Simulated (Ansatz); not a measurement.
The parent structure is MgSnO₃ in the cubic perovskite structure (space group Pm-3m, No. 221; a = 3.9869 Å; a hypothetical phase, not in the database extracts checked).

It is then changed as follows: cell and atoms relaxed at a pressure of 0.3 GPa.

Computed with PBEsol/PAW in Ansatz (a quantum-chemistry and plane-wave program), spin-orbit coupling left out.

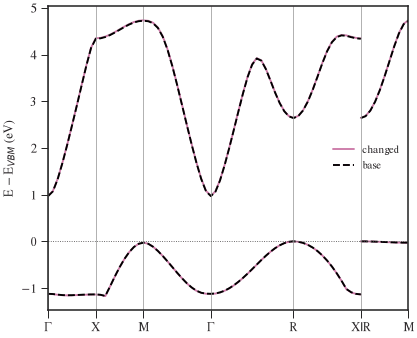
Fig. 1. Highest valence and lowest conduction band along the path, each from its own valence-band maximum

The gap is 0.98 eV, indirect, R → Γ; the base has 0.97 eV.

Load acts through the strain it causes; cell and atoms are relaxed under it. No phonon test of stability was made. Many cubic perovskites are stable only at high temperature; tilts and polar distortions were not tested.
